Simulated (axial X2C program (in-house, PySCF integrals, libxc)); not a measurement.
# Relativistic diatomic calculation for IFe

System: IFe, single determinant with Ω = 7/2 (not the lowest found). The distance is the PBE0 minimum at charge 0.
Method: expectation values, HF and Kohn-Sham, two-component X2C with atomic mean-field Coulomb and Gaunt terms, I dyall-cv3z, Fe dyall-cv3z (cores contracted) (axial X2C program (in-house, PySCF integrals, libxc)).

## Input
```
{"zs": [53, 26], "q": 0, "bas": ["dyall-cv3z", "dyall-cv3z"], "r0": 2.49, "levels": ["PBE0", "HF", "PBE50", "r2SCAN", "B3LYP"], "nst": 3}
```

The line is the task of a batch: nuclear charges, charge, bases, the levels to run, a first guess of the distance and further settings. This report covers the levels named above. The log is that of the reference distance.

Hardware: 1 thread of AMD EPYC (Zen 5), 16 GiB of memory available, shared host.

The run was one of a batch that the task file lists, launched with:
```bash
python <driver script> task.json out
```

## Log
```
two-component X2C + atomic mean field  PBE0
basis functions 232  fitting functions 1227  grid points 5802
iter        total energy     max residual
   1      -8384.162239538     2.43e+00
   2      -8384.522611694     1.02e-02
   3      -8384.521402957     2.54e-02
   4      -8384.523131298     3.61e-03
   5      -8384.523229258     1.61e-03
   6      -8384.523242516     2.94e-04
   7      -8384.523243646     2.45e-04
   8      -8384.523244387     2.16e-04
   9      -8384.523245632     1.92e-04
  10      -8384.523246302     3.65e-05
  11      -8384.523246413     1.30e-05
  12      -8384.523246420     4.39e-06
  13      -8384.523246420     4.61e-07
converged
one-electron -12077.63334526  Coulomb 3650.02507050  exact exchange -58.78468541  xc functional -180.09392588  nuclear repulsion 286.63765591  atomic mean-field constant -4.67401628
```

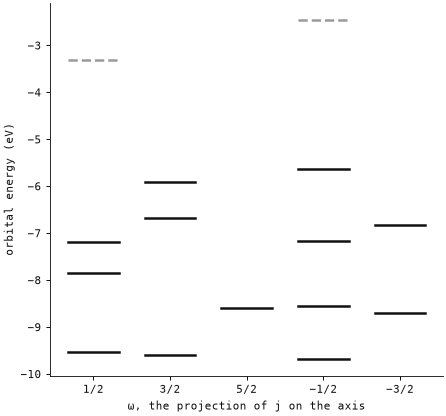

**Figure 1.** Orbital energies (PBE0) near the frontier at 2.54 Å, filled (solid) and empty (dashed). The highest filled spinor (−1/2; 59 % Fe d, 36 % Fe s) lies at −5.63 eV, the lowest empty one (1/2; 58 % Fe s, 28 % Fe p) at −3.31 eV.

## Outcome

| quantity | value |
| --- | --- |
| outcome | HF not converged |
| wall time | 7.9 s |
| peak memory | 0.51 GiB |

## What went wrong

The SCF did not converge for HF; the log shown is that of a level that did.
